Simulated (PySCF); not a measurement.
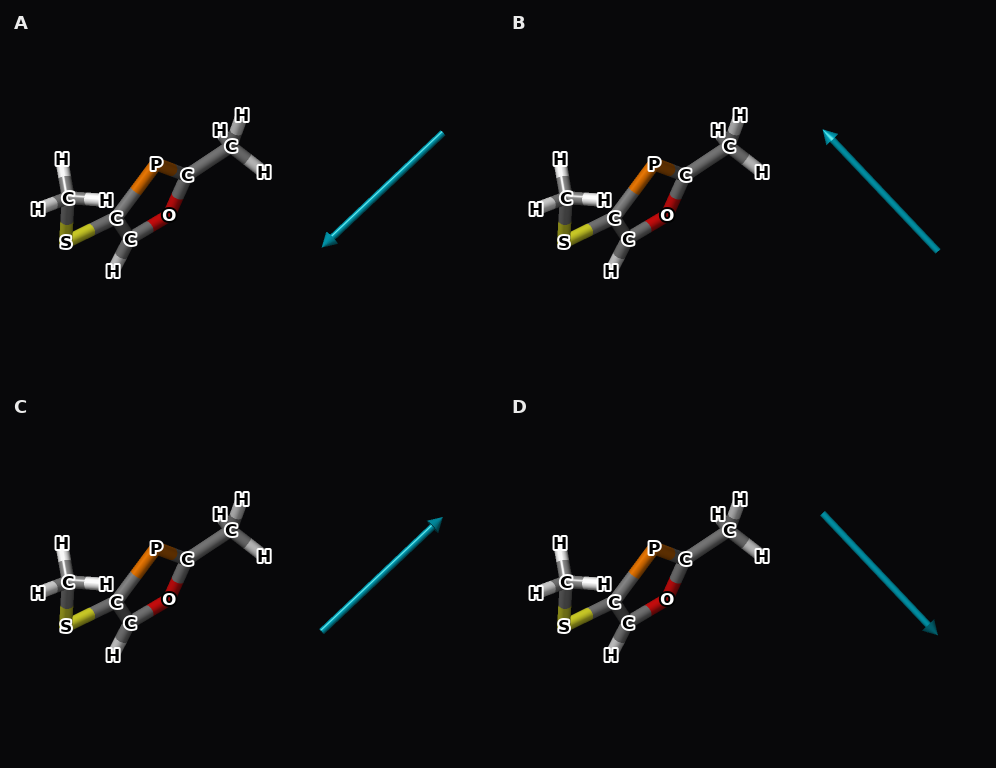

The same molecule four times, each with an arrow. The geometry was computed by an optimisation with GFN2-xTB. No frequency run is at hand to confirm it as a minimum. Level of theory: PBE0/pcSseg-1, gas phase (PySCF 2.14.0).

> Which arrow points along the dipole moment, from the negative to the positive end?

C. The dipole moment is 0.98 D.

The geometry is semi-empirical. Around P such bond lengths and angles can be off by a tenth of an ångström or more and by several degrees, and values that hang on the shape move with them.
